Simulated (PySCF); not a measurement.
CH5InO: frequency calculation (part 2 of 4)

CH5InO; HF/STO-3G, RHF, dispersion D3(BJ), IEF-PCM solvent benzene (PySCF 2.14.0). The geometry was optimised with HF/STO-3G symmetrised.

Geometry of the input (Å):
```
C  -1.0167  2.0095  -0.8608
O  -1.1906  0.6678  -0.4509
In 0.2845  -0.3538  0.1721
H  -1.9729  2.4299  -1.1909
H  -0.3180  2.1173  -1.7056
H  -0.6450  2.6594  -0.0679
H  1.6857  0.3637  0.2058
H  -0.1409  -1.8160  0.5731
```

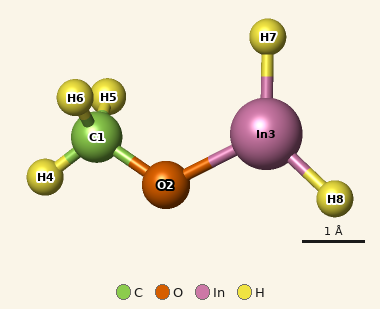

Figure 1. The structure (ball-and-stick view, seen at a tilt; atoms are numbered from 1 in the order of the input). Sticks mark near contacts.

### Output, continued
```
   7 H      1.685679000000   0.363690000000   0.205840000000 AA    3.185471643931   0.687274494243   0.388981225480 Bohr
   8 H     -0.140888000000  -1.815988000000   0.573144000000 AA   -0.266239734238  -3.431719965497   1.083085189938 Bohr
New geometry
   1 C     -1.016652000000   2.009460000000  -0.860804000000 AA   -1.921193843991   3.797329058269  -1.626683806930 Bohr
   2 O     -1.190648000000   0.667844000000  -0.450946000000 AA   -2.249998630761   1.262042253934  -0.852164436968 Bohr
   3 In     0.284478291772  -0.353778000000   0.172069000000 AA    0.537586059833  -0.668543528896   0.325163284528 Bohr
   4 H     -1.972896000000   2.429937000000  -1.190916000000 AA   -3.728233112250   4.591915429947  -2.250505077363 Bohr
   5 H     -0.318022000000   2.117267000000  -1.705634000000 AA   -0.600974481586   4.001054762579  -3.223181128746 Bohr
   6 H     -0.645035000000   2.659410000000  -0.067916000000 AA   -1.218939490759   5.025556552930  -0.128342639476 Bohr
   7 H      1.685679000000   0.363690000000   0.205840000000 AA    3.185471643931   0.687274494243   0.388981225480 Bohr
   8 H     -0.140888000000  -1.815988000000   0.573144000000 AA   -0.266239734238  -3.431719965497   1.083085189938 Bohr
New geometry
   1 C     -1.016652000000   2.009460000000  -0.860804000000 AA   -1.921193843991   3.797329058269  -1.626683806930 Bohr
   2 O     -1.190648000000   0.667844000000  -0.450946000000 AA   -2.249998630761   1.262042253934  -0.852164436968 Bohr
   3 In     0.284467708228  -0.353778000000   0.172069000000 AA    0.537566059833  -0.668543528896   0.325163284528 Bohr
   4 H     -1.972896000000   2.429937000000  -1.190916000000 AA   -3.728233112250   4.591915429947  -2.250505077363 Bohr
   5 H     -0.318022000000   2.117267000000  -1.705634000000 AA   -0.600974481586   4.001054762579  -3.223181128746 Bohr
   6 H     -0.645035000000   2.659410000000  -0.067916000000 AA   -1.218939490759   5.025556552930  -0.128342639476 Bohr
   7 H      1.685679000000   0.363690000000   0.205840000000 AA    3.185471643931   0.687274494243   0.388981225480 Bohr
   8 H     -0.140888000000  -1.815988000000   0.573144000000 AA   -0.266239734238  -3.431719965497   1.083085189938 Bohr
New geometry
   1 C     -1.016652000000   2.009460000000  -0.860804000000 AA   -1.921193843991   3.797329058269  -1.626683806930 Bohr
   2 O     -1.190648000000   0.667844000000  -0.450946000000 AA   -2.249998630761   1.262042253934  -0.852164436968 Bohr
   3 In     0.284473000000  -0.353772708228   0.172069000000 AA    0.537576059833  -0.668533528896   0.325163284528 Bohr
   4 H     -1.972896000000   2.429937000000  -1.190916000000 AA   -3.728233112250   4.591915429947  -2.250505077363 Bohr
   5 H     -0.318022000000   2.117267000000  -1.705634000000 AA   -0.600974481586   4.001054762579  -3.223181128746 Bohr
   6 H     -0.645035000000   2.659410000000  -0.067916000000 AA   -1.218939490759   5.025556552930  -0.128342639476 Bohr
   7 H      1.685679000000   0.363690000000   0.205840000000 AA    3.185471643931   0.687274494243   0.388981225480 Bohr
   8 H     -0.140888000000  -1.815988000000   0.573144000000 AA   -0.266239734238  -3.431719965497   1.083085189938 Bohr
New geometry
   1 C     -1.016652000000   2.009460000000  -0.860804000000 AA   -1.921193843991   3.797329058269  -1.626683806930 Bohr
   2 O     -1.190648000000   0.667844000000  -0.450946000000 AA   -2.249998630761   1.262042253934  -0.852164436968 Bohr
   3 In     0.284473000000  -0.353783291772   0.172069000000 AA    0.537576059833  -0.668553528896   0.325163284528 Bohr
   4 H     -1.972896000000   2.429937000000  -1.190916000000 AA   -3.728233112250   4.591915429947  -2.250505077363 Bohr
   5 H     -0.318022000000   2.117267000000  -1.705634000000 AA   -0.600974481586   4.001054762579  -3.223181128746 Bohr
   6 H     -0.645035000000   2.659410000000  -0.067916000000 AA   -1.218939490759   5.025556552930  -0.128342639476 Bohr
   7 H      1.685679000000   0.363690000000   0.205840000000 AA    3.185471643931   0.687274494243   0.388981225480 Bohr
   8 H     -0.140888000000  -1.815988000000   0.573144000000 AA   -0.266239734238  -3.431719965497   1.083085189938 Bohr
New geometry
   1 C     -1.016652000000   2.009460000000  -0.860804000000 AA   -1.921193843991   3.797329058269  -1.626683806930 Bohr
   2 O     -1.190648000000   0.667844000000  -0.450946000000 AA   -2.249998630761   1.262042253934  -0.852164436968 Bohr
   3 In     0.284473000000  -0.353778000000   0.172074291772 AA    0.537576059833  -0.668543528896   0.325173284528 Bohr
   4 H     -1.972896000000   2.429937000000  -1.190916000000 AA   -3.728233112250   4.591915429947  -2.250505077363 Bohr
   5 H     -0.318022000000   2.117267000000  -1.705634000000 AA   -0.600974481586   4.001054762579  -3.223181128746 Bohr
   6 H     -0.645035000000   2.659410000000  -0.067916000000 AA   -1.218939490759   5.025556552930  -0.128342639476 Bohr
   7 H      1.685679000000   0.363690000000   0.205840000000 AA    3.185471643931   0.687274494243   0.388981225480 Bohr
   8 H     -0.140888000000  -1.815988000000   0.573144000000 AA   -0.266239734238  -3.431719965497   1.083085189938 Bohr
New geometry
   1 C     -1.016652000000   2.009460000000  -0.860804000000 AA   -1.921193843991   3.797329058269  -1.626683806930 Bohr
   2 O     -1.190648000000   0.667844000000  -0.450946000000 AA   -2.249998630761   1.262042253934  -0.852164436968 Bohr
   3 In     0.284473000000  -0.353778000000   0.172063708228 AA    0.537576059833  -0.668543528896   0.325153284528 Bohr
   4 H     -1.972896000000   2.429937000000  -1.190916000000 AA   -3.728233112250   4.591915429947  -2.250505077363 Bohr
   5 H     -0.318022000000   2.117267000000  -1.705634000000 AA   -0.600974481586   4.001054762579  -3.223181128746 Bohr
   6 H     -0.645035000000   2.659410000000  -0.067916000000 AA   -1.218939490759   5.025556552930  -0.128342639476 Bohr
   7 H      1.685679000000   0.363690000000   0.205840000000 AA    3.185471643931   0.687274494243   0.388981225480 Bohr
   8 H     -0.140888000000  -1.815988000000   0.573144000000 AA   -0.266239734238  -3.431719965497   1.083085189938 Bohr
New geometry
   1 C     -1.016652000000   2.009460000000  -0.860804000000 AA   -1.921193843991   3.797329058269  -1.626683806930 Bohr
   2 O     -1.190648000000   0.667844000000  -0.450946000000 AA   -2.249998630761   1.262042253934  -0.852164436968 Bohr
   3 In     0.284473000000  -0.353778000000   0.172069000000 AA    0.537576059833  -0.668543528896   0.325163284528 Bohr
   4 H     -1.972890708228   2.429937000000  -1.190916000000 AA   -3.728223112250   4.591915429947  -2.250505077363 Bohr
   5 H     -0.318022000000   2.117267000000  -1.705634000000 AA   -0.600974481586   4.001054762579  -3.223181128746 Bohr
   6 H     -0.645035000000   2.659410000000  -0.067916000000 AA   -1.218939490759   5.025556552930  -0.128342639476 Bohr
   7 H      1.685679000000   0.363690000000   0.205840000000 AA    3.185471643931   0.687274494243   0.388981225480 Bohr
   8 H     -0.140888000000  -1.815988000000   0.573144000000 AA   -0.266239734238  -3.431719965497   1.083085189938 Bohr
New geometry
   1 C     -1.016652000000   2.009460000000  -0.860804000000 AA   -1.921193843991   3.797329058269  -1.626683806930 Bohr
   2 O     -1.190648000000   0.667844000000  -0.450946000000 AA   -2.249998630761   1.262042253934  -0.852164436968 Bohr
   3 In     0.284473000000  -0.353778000000   0.172069000000 AA    0.537576059833  -0.668543528896   0.325163284528 Bohr
   4 H     -1.972901291772   2.429937000000  -1.190916000000 AA   -3.728243112250   4.591915429947  -2.250505077363 Bohr
   5 H     -0.318022000000   2.117267000000  -1.705634000000 AA   -0.600974481586   4.001054762579  -3.223181128746 Bohr
   6 H     -0.645035000000   2.659410000000  -0.067916000000 AA   -1.218939490759   5.025556552930  -0.128342639476 Bohr
   7 H      1.685679000000   0.363690000000   0.205840000000 AA    3.185471643931   0.687274494243   0.388981225480 Bohr
   8 H     -0.140888000000  -1.815988000000   0.573144000000 AA   -0.266239734238  -3.431719965497   1.083085189938 Bohr
New geometry
   1 C     -1.016652000000   2.009460000000  -0.860804000000 AA   -1.921193843991   3.797329058269  -1.626683806930 Bohr
   2 O     -1.190648000000   0.667844000000  -0.450946000000 AA   -2.249998630761   1.262042253934  -0.852164436968 Bohr
   3 In     0.284473000000  -0.353778000000   0.172069000000 AA    0.537576059833  -0.668543528896   0.325163284528 Bohr
   4 H     -1.972896000000   2.429942291772  -1.190916000000 AA   -3.728233112250   4.591925429947  -2.250505077363 Bohr
   5 H     -0.318022000000   2.117267000000  -1.705634000000 AA   -0.600974481586   4.001054762579  -3.223181128746 Bohr
   6 H     -0.645035000000   2.659410000000  -0.067916000000 AA   -1.218939490759   5.025556552930  -0.128342639476 Bohr
   7 H      1.685679000000   0.363690000000   0.205840000000 AA    3.185471643931   0.687274494243   0.388981225480 Bohr
   8 H     -0.140888000000  -1.815988000000   0.573144000000 AA   -0.266239734238  -3.431719965497   1.083085189938 Bohr
New geometry
   1 C     -1.016652000000   2.009460000000  -0.860804000000 AA   -1.921193843991   3.797329058269  -1.626683806930 Bohr
   2 O     -1.190648000000   0.667844000000  -0.450946000000 AA   -2.249998630761   1.262042253934  -0.852164436968 Bohr
   3 In     0.284473000000  -0.353778000000   0.172069000000 AA    0.537576059833  -0.668543528896   0.325163284528 Bohr
   4 H     -1.972896000000   2.429931708228  -1.190916000000 AA   -3.728233112250   4.591905429947  -2.250505077363 Bohr
   5 H     -0.318022000000   2.117267000000  -1.705634000000 AA   -0.600974481586   4.001054762579  -3.223181128746 Bohr
   6 H     -0.645035000000   2.659410000000  -0.067916000000 AA   -1.218939490759   5.025556552930  -0.128342639476 Bohr
   7 H      1.685679000000   0.363690000000   0.205840000000 AA    3.185471643931   0.687274494243   0.388981225480 Bohr
   8 H     -0.140888000000  -1.815988000000   0.573144000000 AA   -0.266239734238  -3.431719965497   1.083085189938 Bohr
New geometry
   1 C     -1.016652000000   2.009460000000  -0.860804000000 AA   -1.921193843991   3.797329058269  -1.626683806930 Bohr
   2 O     -1.190648000000   0.667844000000  -0.450946000000 AA   -2.249998630761   1.262042253934  -0.852164436968 Bohr
   3 In     0.284473000000  -0.353778000000   0.172069000000 AA    0.537576059833  -0.668543528896   0.325163284528 Bohr
   4 H     -1.972896000000   2.429937000000  -1.190910708228 AA   -3.728233112250   4.591915429947  -2.250495077363 Bohr
   5 H     -0.318022000000   2.117267000000  -1.705634000000 AA   -0.600974481586   4.001054762579  -3.223181128746 Bohr
   6 H     -0.645035000000   2.659410000000  -0.067916000000 AA   -1.218939490759   5.025556552930  -0.128342639476 Bohr
   7 H      1.685679000000   0.363690000000   0.205840000000 AA    3.185471643931   0.687274494243   0.388981225480 Bohr
   8 H     -0.140888000000  -1.815988000000   0.573144000000 AA   -0.266239734238  -3.431719965497   1.083085189938 Bohr
New geometry
   1 C     -1.016652000000   2.009460000000  -0.860804000000 AA   -1.921193843991   3.797329058269  -1.626683806930 Bohr
   2 O     -1.190648000000   0.667844000000  -0.450946000000 AA   -2.249998630761   1.262042253934  -0.852164436968 Bohr
   3 In     0.284473000000  -0.353778000000   0.172069000000 AA    0.537576059833  -0.668543528896   0.325163284528 Bohr
   4 H     -1.972896000000   2.429937000000  -1.190921291772 AA   -3.728233112250   4.591915429947  -2.250515077363 Bohr
   5 H     -0.318022000000   2.117267000000  -1.705634000000 AA   -0.600974481586   4.001054762579  -3.223181128746 Bohr
   6 H     -0.645035000000   2.659410000000  -0.067916000000 AA   -1.218939490759   5.025556552930  -0.128342639476 Bohr
   7 H      1.685679000000   0.363690000000   0.205840000000 AA    3.185471643931   0.687274494243   0.388981225480 Bohr
   8 H     -0.140888000000  -1.815988000000   0.573144000000 AA   -0.266239734238  -3.431719965497   1.083085189938 Bohr
New geometry
   1 C     -1.016652000000   2.009460000000  -0.860804000000 AA   -1.921193843991   3.797329058269  -1.626683806930 Bohr
   2 O     -1.190648000000   0.667844000000  -0.450946000000 AA   -2.249998630761   1.262042253934  -0.852164436968 Bohr
   3 In     0.284473000000  -0.353778000000   0.172069000000 AA    0.537576059833  -0.668543528896   0.325163284528 Bohr
   4 H     -1.972896000000   2.429937000000  -1.190916000000 AA   -3.728233112250   4.591915429947  -2.250505077363 Bohr
   5 H     -0.318016708228   2.117267000000  -1.705634000000 AA   -0.600964481586   4.001054762579  -3.223181128746 Bohr
   6 H     -0.645035000000   2.659410000000  -0.067916000000 AA   -1.218939490759   5.025556552930  -0.128342639476 Bohr
   7 H      1.685679000000   0.363690000000   0.205840000000 AA    3.185471643931   0.687274494243   0.388981225480 Bohr
   8 H     -0.140888000000  -1.815988000000   0.573144000000 AA   -0.266239734238  -3.431719965497   1.083085189938 Bohr
New geometry
   1 C     -1.016652000000   2.009460000000  -0.860804000000 AA   -1.921193843991   3.797329058269  -1.626683806930 Bohr
   2 O     -1.190648000000   0.667844000000  -0.450946000000 AA   -2.249998630761   1.262042253934  -0.852164436968 Bohr
   3 In     0.284473000000  -0.353778000000   0.172069000000 AA    0.537576059833  -0.668543528896   0.325163284528 Bohr
   4 H     -1.972896000000   2.429937000000  -1.190916000000 AA   -3.728233112250   4.591915429947  -2.250505077363 Bohr
   5 H     -0.318027291772   2.117267000000  -1.705634000000 AA   -0.600984481586   4.001054762579  -3.223181128746 Bohr
   6 H     -0.645035000000   2.659410000000  -0.067916000000 AA   -1.218939490759   5.025556552930  -0.128342639476 Bohr
   7 H      1.685679000000   0.363690000000   0.205840000000 AA    3.185471643931   0.687274494243   0.388981225480 Bohr
   8 H     -0.140888000000  -1.815988000000   0.573144000000 AA   -0.266239734238  -3.431719965497   1.083085189938 Bohr
New geometry
   1 C     -1.016652000000   2.009460000000  -0.860804000000 AA   -1.921193843991   3.797329058269  -1.626683806930 Bohr
   2 O     -1.190648000000   0.667844000000  -0.450946000000 AA   -2.249998630761   1.262042253934  -0.852164436968 Bohr
   3 In     0.284473000000  -0.353778000000   0.172069000000 AA    0.537576059833  -0.668543528896   0.325163284528 Bohr
   4 H     -1.972896000000   2.429937000000  -1.190916000000 AA   -3.728233112250   4.591915429947  -2.250505077363 Bohr
   5 H     -0.318022000000   2.117272291772  -1.705634000000 AA   -0.600974481586   4.001064762579  -3.223181128746 Bohr
   6 H     -0.645035000000   2.659410000000  -0.067916000000 AA   -1.218939490759   5.025556552930  -0.128342639476 Bohr
   7 H      1.685679000000   0.363690000000   0.205840000000 AA    3.185471643931   0.687274494243   0.388981225480 Bohr
   8 H     -0.140888000000  -1.815988000000   0.573144000000 AA   -0.266239734238  -3.431719965497   1.083085189938 Bohr
New geometry
   1 C     -1.016652000000   2.009460000000  -0.860804000000 AA   -1.921193843991   3.797329058269  -1.626683806930 Bohr
   2 O     -1.190648000000   0.667844000000  -0.450946000000 AA   -2.249998630761   1.262042253934  -0.852164436968 Bohr
   3 In     0.284473000000  -0.353778000000   0.172069000000 AA    0.537576059833  -0.668543528896   0.325163284528 Bohr
   4 H     -1.972896000000   2.429937000000  -1.190916000000 AA   -3.728233112250   4.591915429947  -2.250505077363 Bohr
   5 H     -0.318022000000   2.117261708228  -1.705634000000 AA   -0.600974481586   4.001044762579  -3.223181128746 Bohr
   6 H     -0.645035000000   2.659410000000  -0.067916000000 AA   -1.218939490759   5.025556552930  -0.128342639476 Bohr
   7 H      1.685679000000   0.363690000000   0.205840000000 AA    3.185471643931   0.687274494243   0.388981225480 Bohr
   8 H     -0.140888000000  -1.815988000000   0.573144000000 AA   -0.266239734238  -3.431719965497   1.083085189938 Bohr
New geometry
   1 C     -1.016652000000   2.009460000000  -0.860804000000 AA   -1.921193843991   3.797329058269  -1.626683806930 Bohr
   2 O     -1.190648000000   0.667844000000  -0.450946000000 AA   -2.249998630761   1.262042253934  -0.852164436968 Bohr
   3 In     0.284473000000  -0.353778000000   0.172069000000 AA    0.537576059833  -0.668543528896   0.325163284528 Bohr
   4 H     -1.972896000000   2.429937000000  -1.190916000000 AA   -3.728233112250   4.591915429947  -2.250505077363 Bohr
   5 H     -0.318022000000   2.117267000000  -1.705628708228 AA   -0.600974481586   4.001054762579  -3.223171128746 Bohr
   6 H     -0.645035000000   2.659410000000  -0.067916000000 AA   -1.218939490759   5.025556552930  -0.128342639476 Bohr
   7 H      1.685679000000   0.363690000000   0.205840000000 AA    3.185471643931   0.687274494243   0.388981225480 Bohr
   8 H     -0.140888000000  -1.815988000000   0.573144000000 AA   -0.266239734238  -3.431719965497   1.083085189938 Bohr
New geometry
   1 C     -1.016652000000   2.009460000000  -0.860804000000 AA   -1.921193843991   3.797329058269  -1.626683806930 Bohr
   2 O     -1.190648000000   0.667844000000  -0.450946000000 AA   -2.249998630761   1.262042253934  -0.852164436968 Bohr
   3 In     0.284473000000  -0.353778000000   0.172069000000 AA    0.537576059833  -0.668543528896   0.325163284528 Bohr
   4 H     -1.972896000000   2.429937000000  -1.190916000000 AA   -3.728233112250   4.591915429947  -2.250505077363 Bohr
   5 H     -0.318022000000   2.117267000000  -1.705639291772 AA   -0.600974481586   4.001054762579  -3.223191128746 Bohr
   6 H     -0.645035000000   2.659410000000  -0.067916000000 AA   -1.218939490759   5.025556552930  -0.128342639476 Bohr
   7 H      1.685679000000   0.363690000000   0.205840000000 AA    3.185471643931   0.687274494243   0.388981225480 Bohr
   8 H     -0.140888000000  -1.815988000000   0.573144000000 AA   -0.266239734238  -3.431719965497   1.083085189938 Bohr
New geometry
   1 C     -1.016652000000   2.009460000000  -0.860804000000 AA   -1.921193843991   3.797329058269  -1.626683806930 Bohr
```
